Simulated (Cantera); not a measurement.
Input: 1 mol Ta2O5, 0.62 mol C, 0.18 mol H2, held at 2000 °C.

Cantera equilibrium calculation (NASA polynomials, part measured and part estimated; ideal gas, pure solids and liquids). Candidate condensed phases: C, C6H6, C7H8, C8H18, H2O, Ta, TaC, Ta2O5; 113 gas species. Mutual solubility and eutectic melting of coexisting phases are not modelled. TaC: taken at fixed stoichiometry. Condensed phases not in the tables: Ta2C, N, O or C dissolved in the metal. The numbers say what is thermodynamically allowed, not how fast it happens.

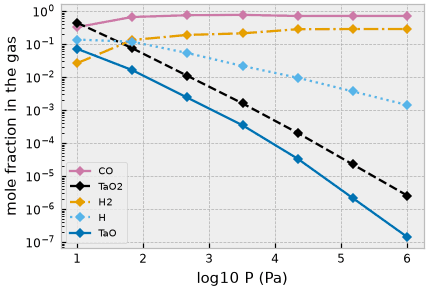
Figure: Equilibrium gas composition (values under 1e-9 drawn at 1e-9)

At 10.0 Pa the condensed part is Ta2O5(l). From 68.0 Pa to 3200 Pa the condensed part is Ta(s) + Ta2O5(l). From 22000 Pa to 1000000 Pa the condensed part is TaC(s) + Ta2O5(l). The main Ta-bearing gas is TaO2 throughout.
